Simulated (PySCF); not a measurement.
## Electronic structure of C$_{4}$H$_{6}$O$_{2}$ (SMILES O=C(O)C1CC1) in real space

```xyz
12

O     1.4585   -0.3934   -1.2339
C     1.2574   -0.0025   -0.1107
O     2.2497    0.2855    0.7416
C    -0.0801    0.2142    0.4880
C    -1.1756    0.6719   -0.4453
C    -1.1798   -0.7254    0.0523
H     3.0751    0.1126    0.2628
H    -0.0809    0.5793    1.5165
H    -1.9025    1.3818   -0.0438
H    -0.8792    0.8356   -1.4844
H    -1.9093   -1.0173    0.8114
H    -0.8872   -1.5111   -0.6486
```

Geometry: PBE0-D3(BJ)/def2-SVP.

Computed with PySCF 2.14.0, WP04/pcSseg-1, SCF density, in a chloroform solvent model, non-relativistic.

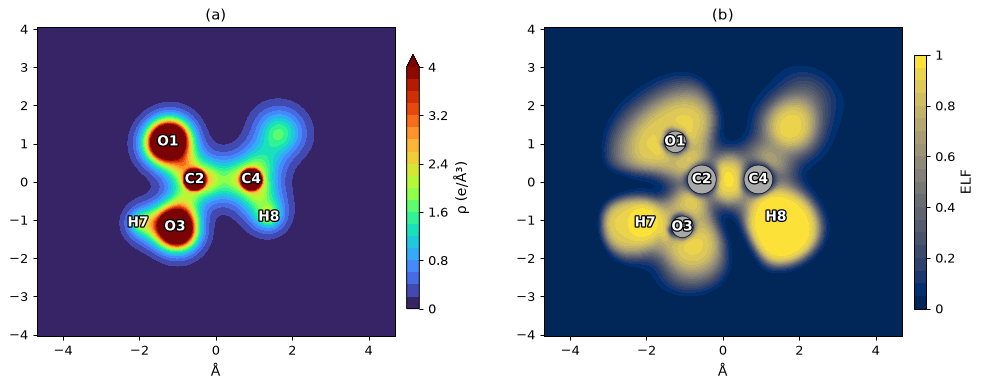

Figure 1. (a) electron density; (b) ELF on the plane of atoms C2, C4 and H8. Grey discs cover the atomic cores in the ELF map.

**Read the bonding off the picture.**

- The section cuts through O, C and H sites.
- C–O (1.21 Å): ρ is about 3.3 e/Å³ halfway; the ELF peaks at about 0.85 between the atoms; a multiple bond.
- C–C (1.48 Å): ρ at the midpoint is about 1.8 e/Å³; the ELF peaks at about 0.95 between the atoms, as expected for a covalent bond.
- O–H (0.97 Å): the density is about 3.8 e/Å³ at the midpoint; the ELF climbs to about 1 towards the hydrogen, as it does in any bond to H: a covalent bond by its length.
- C–O (1.34 Å): the density is about 2.5 e/Å³ at the midpoint, with its minimum of 2.1 e/Å³ about 0.5 Å from C; the ELF peaks at about 0.90 between the atoms: a polar covalent bond.
- C–H (1.09 Å): ρ at the midpoint is about 2.1 e/Å³; the ELF climbs to about 1 towards the hydrogen (an ordinary covalent bond to hydrogen).
- The ELF also peaks beside O3 and O1, away from the bonds: lone-pair regions.

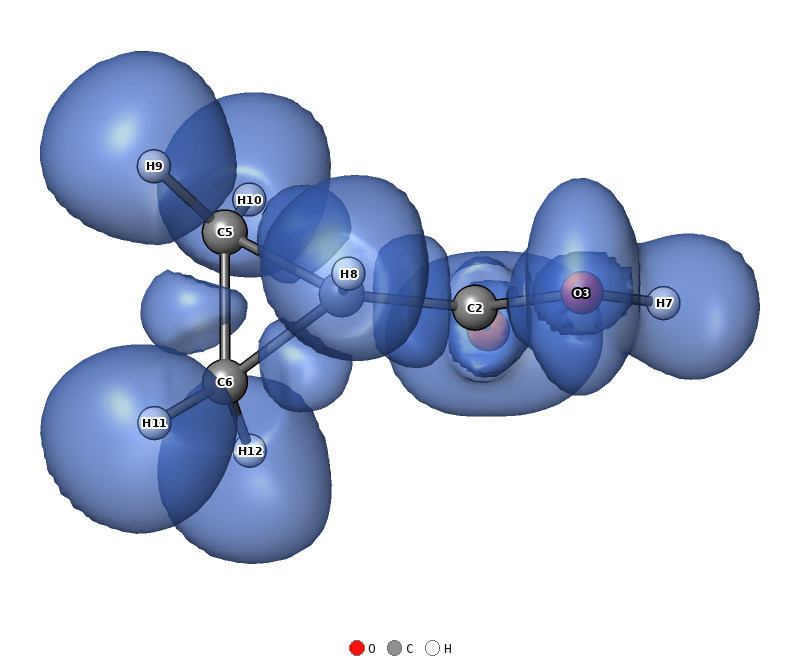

Figure 2. Isosurface of the electron localisation function at 0.75 (blue), seen from one side. Core shells and regions of very low density are left out.

**Describe the localisation domains.**

The ELF exceeds this value in four regions between bonded C–C atoms (shared pairs), five regions around hydrogen nuclei, one region on O in which the atom's valence shell and bonds are merged and one joined region spread over several atoms (H, O), in which their bonds and any lone pairs are merged.

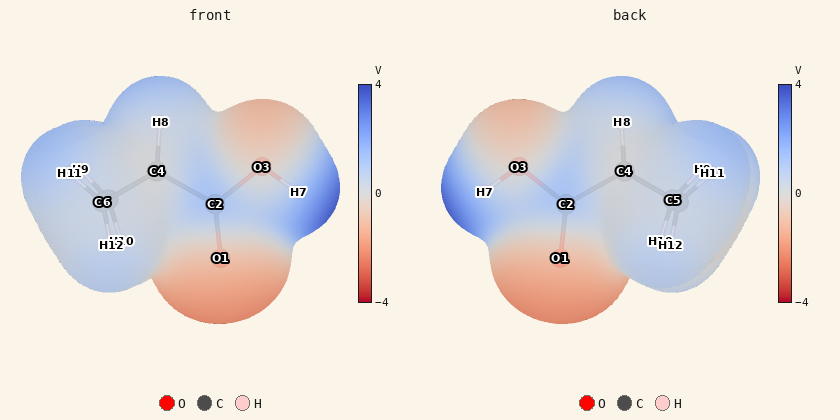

Figure 3. The electrostatic potential painted on the density surface at 0.004 e/bohr³, seen from the front and from behind; the colour scale runs from red (negative) to blue (positive).

**Which sites attract a positive test charge, and which a negative one?**

A positive charge is drawn to the negative regions and a negative charge to the positive ones. The most negative region (about −2.1 V) lies over O1, the most positive (about +3.4 V) over H7. O1 is the likeliest acceptor of a hydrogen bond.

**How polar is the molecule by this calculation?**

Its dipole moment is 2.01 D.
